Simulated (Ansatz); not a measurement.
Run report: CH$_{7}$AlBNO$_{2}$, geometry relaxation (part 1 of 2)

- system: CH$_{7}$AlBNO$_{2}$
- method: RHF/def2-SVP (Ansatz 0.2.0)

It belongs to a series of runs on one base structure; here: end point A relaxed.

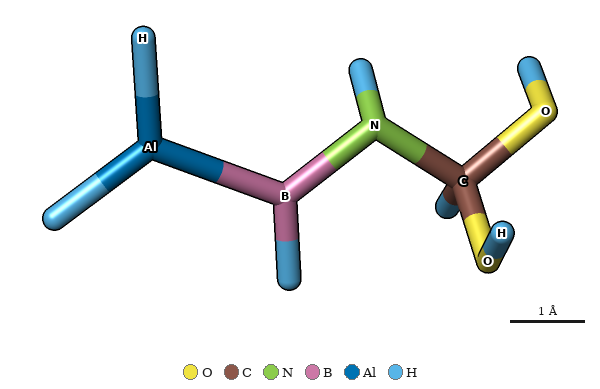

*The input geometry (stick view, seen at a tilt). Sticks mark near contacts.*

**The input**
```yaml
crystal:
  periodic: [false, false, false]
  atoms:
    - { symbol: O, position_ang: [0.7402, -2.5958, -0.3248] }
    - { symbol: C, position_ang: [-0.2175, -1.5209, -0.0442] }
    - { symbol: O, position_ang: [-0.7849, -1.7304, 1.2222] }
    - { symbol: "N", position_ang: [0.5535, -0.2106, -0.0993] }
    - { symbol: B, position_ang: [-0.5023, 0.9373, 0.0357] }
    - { symbol: Al, position_ang: [0.1992, 2.902, 0.0679] }
    - { symbol: H, position_ang: [0.8788, -2.5191, -1.312] }
    - { symbol: H, position_ang: [-1.0115, -1.5289, -0.7902] }
    - { symbol: H, position_ang: [0.0138, -1.7112, 1.915] }
    - { symbol: H, position_ang: [0.9122, -0.1197, -1.0202] }
    - { symbol: H, position_ang: [-1.6743, 0.7576, 0.2148] }
    - { symbol: H, position_ang: [1.7817, 3.1752, -0.0806] }
    - { symbol: H, position_ang: [-0.8684, 4.1296, 0.2306] }
basis:
  gaussian: { orbitals: def2-SVP }
hamiltonian:
  xc: hf
relax:
  f_tol: 0.02
  max_steps: 50
output:
  orbitals: {}
```

Machine: 2 threads of AMD EPYC (Zen 3), 24 GiB of memory available, shared host.

Run as:
```bash
ansatz run input.yaml --threads 2 --pin off --max-ram 3072MiB --backend cpu --events-out ev --progress --plain --runs-dir out
```

**Log**
```
The last accepted step is kept in [file] (removed where the run ends without a failure and the disk answers)
Engine: ansatz 0.2.0, x86_64-unknown-linux-gnu
Functional definition: HF
  exchange = exact_x
  correlation = 0
1336 factors; integrals over basis functions are off by at most 5.7e-4 eV
mean field evaluation 1: about -13937.3073 eV, gradient 4.4e1 eV
mean field evaluation 2: about -13937.4762 eV, gradient 4.5e1 eV
mean field evaluation 4: about -13942.1271 eV, gradient 4.0e0 eV
mean field evaluation 8: about -13942.1981 eV, gradient 2.4e-1 eV
mean field -13942.19841676 eV, -512.3663414545 hartree, gradient 2.8e-5 eV, S^2 0.000000; 0 other end points of the search recorded, 0 dependent functions left out
the calculation of the forces begins
reference -13942.19841676 eV, -512.3663414545 hartree; 27, 27 occupied and 96, 96 virtual orbitals, 1336 factors
relax step   1: F+E_penalty+E_count = -13942.19841676 eV  Δ(F+E_penalty+E_count) = +0.000e0 eV  max|allowed force component| = 5.775e0 eV/Å  Δτ_max = 0.0000 Å  (40 SCF iters, accepted)
these checks for a lower state are left out or cut short: starts, cluster_reference, orbital_swaps, neighbouring_geometries, increment
1336 factors; integrals over basis functions are off by at most 5.2e-4 eV
mean field evaluation 16: about -13943.4084 eV, gradient 8.1e-1 eV
mean field -13943.41149741 eV, -512.4109213461 hartree, gradient 6.1e-5 eV, S^2 0.000000; 0 other end points of the search recorded, 0 dependent functions left out
[... from here on the field's lines of each further geometry are left out, up to the last ...]
relax step   2: F+E_penalty+E_count = -13943.41149741 eV  Δ(F+E_penalty+E_count) = -1.213e0 eV  max|allowed force component| = 2.353e0 eV/Å  Δτ_max = 0.1917 Å  (35 SCF iters, accepted)
relax step   3: F+E_penalty+E_count = -13943.77883492 eV  Δ(F+E_penalty+E_count) = -3.673e-1 eV  max|allowed force component| = 3.038e0 eV/Å  Δτ_max = 0.1986 Å  (36 SCF iters, accepted)
relax step   4: F+E_penalty+E_count = -13944.05616115 eV  Δ(F+E_penalty+E_count) = -2.773e-1 eV  max|allowed force component| = 1.008e0 eV/Å  Δτ_max = 0.1999 Å  (35 SCF iters, accepted)
relax step   5: F+E_penalty+E_count = -13944.10977838 eV  Δ(F+E_penalty+E_count) = -5.362e-2 eV  max|allowed force component| = 8.879e-1 eV/Å  Δτ_max = 0.2000 Å  (35 SCF iters, accepted)
relax step   6: F+E_penalty+E_count = -13944.13272614 eV  Δ(F+E_penalty+E_count) = -2.295e-2 eV  max|allowed force component| = 5.015e-1 eV/Å  Δτ_max = 0.2000 Å  (34 SCF iters, accepted)
relax step   7: F+E_penalty+E_count = -13944.16728393 eV  Δ(F+E_penalty+E_count) = -3.456e-2 eV  max|allowed force component| = 1.746e-1 eV/Å  Δτ_max = 0.1998 Å  (34 SCF iters, accepted)
relax step   8: F+E_penalty+E_count = -13944.17960383 eV  Δ(F+E_penalty+E_count) = -1.232e-2 eV  max|allowed force component| = 2.980e-1 eV/Å  Δτ_max = 0.1620 Å  (34 SCF iters, accepted)
relax step   9: F+E_penalty+E_count = -13944.18569996 eV  Δ(F+E_penalty+E_count) = -6.096e-3 eV  max|allowed force component| = 2.372e-1 eV/Å  Δτ_max = 0.0569 Å  (35 SCF iters, accepted)
relax step  10: F+E_penalty+E_count = -13944.20302927 eV  Δ(F+E_penalty+E_count) = -1.733e-2 eV  max|allowed force component| = 3.675e-1 eV/Å  Δτ_max = 0.1951 Å  (34 SCF iters, accepted)
relax step  11: F+E_penalty+E_count = -13944.19681311 eV  Δ(F+E_penalty+E_count) = +6.216e-3 eV  max|allowed force component| = 1.173e0 eV/Å  Δτ_max = 0.1596 Å  (33 SCF iters, rejected (line search))
relax step  12: F+E_penalty+E_count = -13944.21802489 eV  Δ(F+E_penalty+E_count) = -1.500e-2 eV  max|allowed force component| = 2.781e-1 eV/Å  Δτ_max = 0.0797 Å  (34 SCF iters, accepted)
relax step  13: F+E_penalty+E_count = -13944.22676621 eV  Δ(F+E_penalty+E_count) = -8.741e-3 eV  max|allowed force component| = 6.356e-1 eV/Å  Δτ_max = 0.0974 Å  (34 SCF iters, accepted)
relax step  14: F+E_penalty+E_count = -13944.24117477 eV  Δ(F+E_penalty+E_count) = -1.441e-2 eV  max|allowed force component| = 7.487e-2 eV/Å  Δτ_max = 0.1500 Å  (34 SCF iters, accepted)
relax step  15: F+E_penalty+E_count = -13944.24631682 eV  Δ(F+E_penalty+E_count) = -5.142e-3 eV  max|allowed force component| = 1.717e-1 eV/Å  Δτ_max = 0.1516 Å  (34 SCF iters, accepted)
relax step  16: F+E_penalty+E_count = -13944.23158352 eV  Δ(F+E_penalty+E_count) = +1.473e-2 eV  max|allowed force component| = 1.000e0 eV/Å  Δτ_max = 0.1696 Å  (34 SCF iters, rejected (line search))
relax step  17: F+E_penalty+E_count = -13944.25068787 eV  Δ(F+E_penalty+E_count) = -4.371e-3 eV  max|allowed force component| = 2.568e-1 eV/Å  Δτ_max = 0.0848 Å  (34 SCF iters, accepted)
relax step  18: F+E_penalty+E_count = -13944.25126311 eV  Δ(F+E_penalty+E_count) = -5.752e-4 eV  max|allowed force component| = 4.701e-1 eV/Å  Δτ_max = 0.0732 Å  (35 SCF iters, accepted)
relax step  19: F+E_penalty+E_count = -13944.25271372 eV  Δ(F+E_penalty+E_count) = -1.451e-3 eV  max|allowed force component| = 3.129e-1 eV/Å  Δτ_max = 0.0196 Å  (37 SCF iters, accepted)
relax step  20: F+E_penalty+E_count = -13944.25445999 eV  Δ(F+E_penalty+E_count) = -1.746e-3 eV  max|allowed force component| = 8.811e-2 eV/Å  Δτ_max = 0.0267 Å  (35 SCF iters, accepted)
relax step  21: F+E_penalty+E_count = -13944.25696417 eV  Δ(F+E_penalty+E_count) = -2.504e-3 eV  max|allowed force component| = 4.096e-2 eV/Å  Δτ_max = 0.0846 Å  (34 SCF iters, accepted)
relax step  22: F+E_penalty+E_count = -13944.23019919 eV  Δ(F+E_penalty+E_count) = +2.676e-2 eV  max|allowed force component| = 1.305e0 eV/Å  Δτ_max = 0.1954 Å  (34 SCF iters, rejected (line search))
relax step  23: F+E_penalty+E_count = -13944.26076410 eV  Δ(F+E_penalty+E_count) = -3.800e-3 eV  max|allowed force component| = 1.389e-1 eV/Å  Δτ_max = 0.0977 Å  (34 SCF iters, accepted)
relax step  24: F+E_penalty+E_count = -13944.25515192 eV  Δ(F+E_penalty+E_count) = +5.612e-3 eV  max|allowed force component| = 8.340e-1 eV/Å  Δτ_max = 0.0975 Å  (34 SCF iters, rejected (line search))
relax step  25: F+E_penalty+E_count = -13944.26364388 eV  Δ(F+E_penalty+E_count) = -2.880e-3 eV  max|allowed force component| = 1.434e-1 eV/Å  Δτ_max = 0.0487 Å  (34 SCF iters, accepted)
relax step  26: F+E_penalty+E_count = -13944.26652402 eV  Δ(F+E_penalty+E_count) = -2.880e-3 eV  max|allowed force component| = 2.265e-1 eV/Å  Δτ_max = 0.0480 Å  (34 SCF iters, accepted)
relax step  27: F+E_penalty+E_count = -13944.27307923 eV  Δ(F+E_penalty+E_count) = -6.555e-3 eV  max|allowed force component| = 2.344e-1 eV/Å  Δτ_max = 0.0750 Å  (33 SCF iters, accepted)
relax step  28: F+E_penalty+E_count = -13944.28282374 eV  Δ(F+E_penalty+E_count) = -9.745e-3 eV  max|allowed force component| = 2.999e-1 eV/Å  Δτ_max = 0.1125 Å  (33 SCF iters, accepted)
relax step  29: F+E_penalty+E_count = -13944.29381615 eV  Δ(F+E_penalty+E_count) = -1.099e-2 eV  max|allowed force component| = 1.582e-1 eV/Å  Δτ_max = 0.1687 Å  (35 SCF iters, accepted)
relax step  30: F+E_penalty+E_count = -13944.29445736 eV  Δ(F+E_penalty+E_count) = -6.412e-4 eV  max|allowed force component| = 3.039e-1 eV/Å  Δτ_max = 0.0270 Å  (35 SCF iters, accepted)
relax step  31: F+E_penalty+E_count = -13944.29520968 eV  Δ(F+E_penalty+E_count) = -7.523e-4 eV  max|allowed force component| = 7.924e-2 eV/Å  Δτ_max = 0.0151 Å  (37 SCF iters, accepted)
relax step  32: F+E_penalty+E_count = -13944.29553120 eV  Δ(F+E_penalty+E_count) = -3.215e-4 eV  max|allowed force component| = 3.391e-2 eV/Å  Δτ_max = 0.0151 Å  (35 SCF iters, accepted)
relax step  33: F+E_penalty+E_count = -13944.29564840 eV  Δ(F+E_penalty+E_count) = -1.172e-4 eV  max|allowed force component| = 2.604e-2 eV/Å  Δτ_max = 0.0091 Å  (28 SCF iters, accepted)
relax step  34: F+E_penalty+E_count = -13944.29561666 eV  Δ(F+E_penalty+E_count) = +3.174e-5 eV  max|allowed force component| = 9.000e-2 eV/Å  Δτ_max = 0.0054 Å  (28 SCF iters, rejected (line search))
the calculation of the forces begins
reference -13944.29569281 eV, -512.4434149276 hartree; 27, 27 occupied and 96, 96 virtual orbitals, 1336 factors
relax step  35: F+E_penalty+E_count = -13944.29569281 eV  Δ(F+E_penalty+E_count) = -4.441e-5 eV  max|allowed force component| = 5.529e-3 eV/Å  Δτ_max = 0.0026 Å  (27 SCF iters, accepted)
1336 factors; integrals over basis functions are off by at most 5.8e-4 eV
mean field evaluation 256: about -13944.2891 eV, gradient 5.2e-1 eV
```

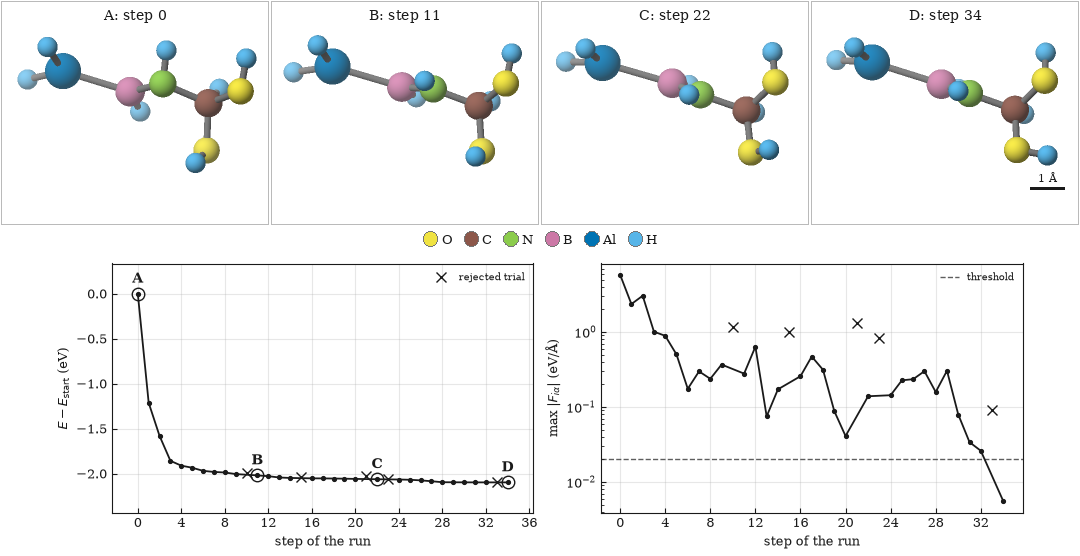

*Frames of the relaxation (ball-and-stick view, seen at a tilt) above the curves, on which the letters mark them (the first geometry is step 0 here and step 1 in the log).*

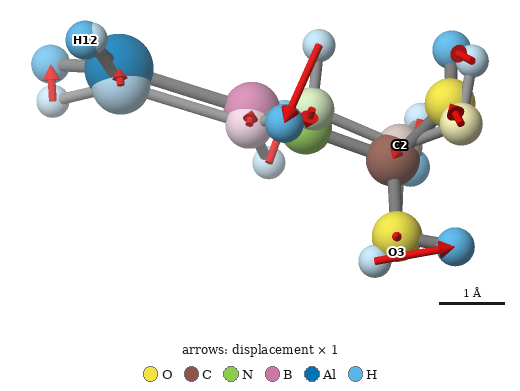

*Start (faint) and end (solid) with the displacements as red arrows, at true length (ball-and-stick view, seen at a tilt). The two geometries are laid on each other by the best rigid fit.*

The largest move after the best rigid fit is that of H10, 1.45 Å. By element the largest moves are H 1.45 Å, O 0.89 Å, N 0.41 Å, Al 0.28 Å, B 0.27 Å, C 0.24 Å. Among the contacts that change: N4–B5 1.565 → 1.397 Å, O3–H9 1.057 → 0.946 Å, C2–N4 1.521 → 1.428 Å, B5–Al6 2.086 → 2.169 Å. Among the angles that change: C2–N4–B5 106.7° → 127.1°, B5–N4–H10 104.9° → 121.4°, N4–B5–H11 124.2° → 115.6°. Over 34 geometry steps the energy falls by 2.097 eV. Largest force component: 5.8 eV/Å at the start, 0.0055 eV/Å at the end. The line search rejected the trial steps at points 10, 15, 21, 23, 33 (counted from 0) and went back. (Atoms are counted from 1 in the order of the input.)

```
mean field -13944.29569281 eV, -512.4434149276 hartree, gradient 2.3e-5 eV, S^2 0.000000; 1 other end points of the search recorded, 0 dependent functions left out
the calculation of the forces begins
reference -13944.29569281 eV, -512.4434149276 hartree; 27, 27 occupied and 96, 96 virtual orbitals, 1336 factors
Total energy: -13944.29569281 eV, -512.4434149276 hartree
Atom 0 at     0.579454    -2.279292    -0.675969 Å, force    -0.001207     0.002533     0.000637 eV/Å
Atom 1 at    -0.173563    -1.487201     0.173702 Å, force     0.003558     0.000900    -0.003874 eV/Å
Atom 2 at     0.039165    -1.958515     1.442735 Å, force     0.000853    -0.004572    -0.004208 eV/Å
Atom 3 at     0.218730    -0.114894     0.119956 Å, force     0.000826    -0.002500     0.000198 eV/Å
Atom 4 at    -0.581131     0.978366    -0.222888 Å, force     0.000107     0.000096     0.002139 eV/Å
Atom 5 at     0.186979     3.006380    -0.161430 Å, force     0.000626     0.000099    -0.001301 eV/Å
Atom 6 at     0.433358    -2.022965    -1.573613 Å, force    -0.000749    -0.000161    -0.000912 eV/Å
Atom 7 at    -1.230441    -1.539024    -0.099014 Å, force    -0.001611    -0.000331     0.001265 eV/Å
Atom 8 at     0.092695    -2.902404     1.412979 Å, force    -0.001541     0.003094     0.005529 eV/Å
Atom 9 at     1.168032     0.005471     0.420989 Å, force    -0.000588     0.000040     0.000417 eV/Å
Atom 10 at    -1.713776     0.713379    -0.551847 Å, force     0.000464     0.000181    -0.000620 eV/Å
Atom 11 at     1.747361     3.279424     0.007433 Å, force    -0.000253     0.001252     0.000975 eV/Å
Atom 12 at    -0.746362     4.286376    -0.278134 Å, force    -0.000485    -0.000631    -0.000245 eV/Å
Dipole moment:    -0.083532    -0.371015    -0.301841 e Å
```

**Trajectory as extended XYZ (Å, eV, eV/Å), 17 of the 35 frames kept, from step=1 to step=35**
```
13
Properties=species:S:1:pos:R:3:forces:R:3 step=1 energy=-13942.19842
O     0.7402   -2.5958   -0.3248   -1.8736   2.3277  -2.4779
C    -0.2175   -1.5209   -0.0442    2.8914  -0.7722   1.2867
O    -0.7849   -1.7304    1.2222    4.4356   0.6010   0.8669
N     0.5535   -0.2106   -0.0993   -5.7748  -0.0126   0.8579
B    -0.5023    0.9373    0.0357    2.2394  -1.7835   0.0082
Al    0.1992    2.9020    0.0679    0.3026   1.3534  -0.1641
H     0.8788   -2.5191   -1.3120   -0.0380  -0.6158   2.7282
H    -1.0115   -1.5289   -0.7902   -0.1408  -0.2550   0.2677
H     0.0138   -1.7112    1.9150   -3.4068  -0.1389  -3.0169
H     0.9122   -0.1197   -1.0202    1.1298   0.1430  -0.4863
H    -1.6743    0.7576    0.2148    0.0546  -0.6685   0.1025
H     1.7817    3.1752   -0.0806   -0.3503   0.1561   0.0501
H    -0.8684    4.1296    0.2306    0.5309  -0.3345  -0.0231
13
Properties=species:S:1:pos:R:3:forces:R:3 step=3 energy=-13943.77883
O     0.7559   -2.4952   -0.3493    0.0253   0.3597   0.2169
C    -0.2452   -1.5817   -0.0838   -0.1074   0.0099   0.2215
O    -0.7549   -1.8348    1.1473   -0.8470  -0.2915  -0.6464
N     0.2707   -0.2205   -0.1088    2.0464   0.8186  -3.0385
B    -0.5272    0.9348    0.0540   -0.2821  -0.2828   0.6992
Al    0.2355    2.9894   -0.0077   -0.1106  -0.2578  -0.0980
H     0.9195   -2.5294   -1.2725    0.1307  -0.1336  -0.3746
H    -1.0634   -1.7187   -0.7965    0.0347   0.1359   0.0713
H    -0.0564   -1.7643    1.7567    0.7484   0.0689   0.8665
H     1.1066   -0.0798   -0.7731   -1.9239  -0.7098   2.2196
H    -1.6621    0.6971    0.4404    0.2807   0.2458  -0.1151
H     1.7721    3.3441   -0.1814    0.0894  -0.0449  -0.0347
H    -0.7305    4.2241    0.1897   -0.0846   0.0814   0.0124
13
Properties=species:S:1:pos:R:3:forces:R:3 step=5 energy=-13944.10978
O     0.8612   -2.3367   -0.4370   -0.0995   0.1069  -0.2493
C    -0.2413   -1.5693   -0.0883   -0.1746  -0.0908  -0.3693
O    -0.7036   -1.9634    1.1325    0.3464   0.3158   0.0235
N     0.1547   -0.1678   -0.1502    0.5127  -0.8879  -0.0011
B    -0.5925    0.9626    0.1350   -0.5363   0.2959   0.1466
Al    0.2226    2.9351   -0.0274    0.2048   0.4464  -0.0293
H     0.8941   -2.4697   -1.3766   -0.0185   0.0160   0.3385
H    -1.0600   -1.7496   -0.7902    0.0248   0.0433   0.1644
H    -0.0124   -1.8604    1.7771   -0.1632  -0.0334  -0.1202
H     1.1130   -0.0977   -0.4370   -0.0679   0.1057   0.1161
H    -1.7415    0.8116    0.4726    0.0213  -0.1662  -0.0223
H     1.7807    3.2089   -0.2499   -0.0001  -0.0872  -0.0048
H    -0.6545    4.2614    0.0544   -0.0500  -0.0645   0.0073
13
Properties=species:S:1:pos:R:3:forces:R:3 step=7 energy=-13944.16728
O     0.8016   -2.3500   -0.5028   -0.0778  -0.0145  -0.0113
C    -0.2329   -1.5430   -0.0671   -0.0885   0.1456   0.0147
O    -0.6176   -1.9227    1.1866    0.1665  -0.1116   0.0701
N     0.2100   -0.1646   -0.1103   -0.0034   0.0619  -0.0711
B    -0.6150    0.9607    0.0360    0.0507  -0.1746   0.0775
Al    0.2194    2.9676   -0.0189   -0.0887  -0.0820  -0.0504
H     0.7401   -2.5053   -1.4325    0.0165   0.0255   0.0473
H    -1.1226   -1.6616   -0.6877    0.1085   0.0330   0.0048
H     0.1299   -1.8916    1.7688   -0.0581   0.0003  -0.0262
H     1.2063   -0.0840   -0.2121   -0.1694  -0.0365  -0.0005
H    -1.7937    0.7171    0.1869    0.1213   0.0954  -0.1004
H     1.7878    3.1792   -0.2339   -0.0477   0.0280   0.0312
H    -0.6928    4.2633    0.1019    0.0701   0.0296   0.0143
```
